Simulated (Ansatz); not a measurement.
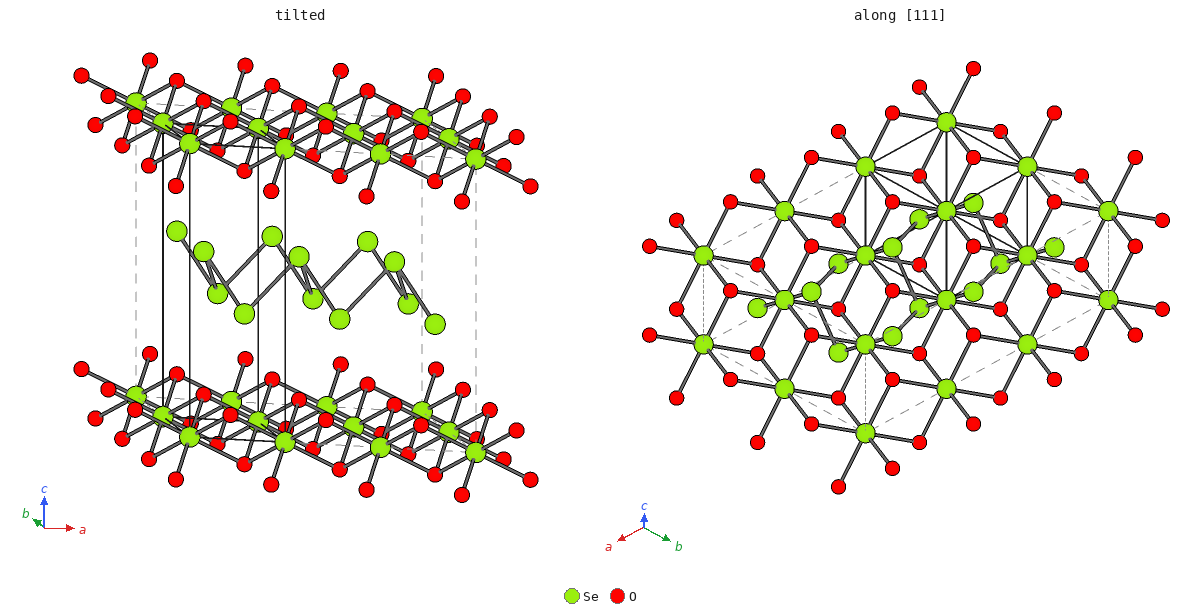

Ball-and-stick representation of a periodic structure, projected slightly off an axis and along [111]. The picture spans 3×2×1 cells, one conventional unit cell being drawn with solid lines. Some neighbours outside the box are added. Cell: a = 3.238 Å, b = 3.238 Å, c = 9.890 Å, α = 90.00°, β = 90.00°, γ = 120.00°.

Its composition is Se3O2. It belongs to space group P-3m1 (No. 164) and has a primitive hexagonal lattice. Content of the cell: 3 Se, 2 O (Z = 1). The coordination, counted out to bonding distance, is Se 3 to 6 (mean 4.0) and O 3.

It goes back to a textbook structure type filled with these elements (whether it is the usual form wasn't checked). The picture shows the end point of a geometry optimisation with Ansatz, DFT PBE, scalar-relativistic, plane waves, PAW.
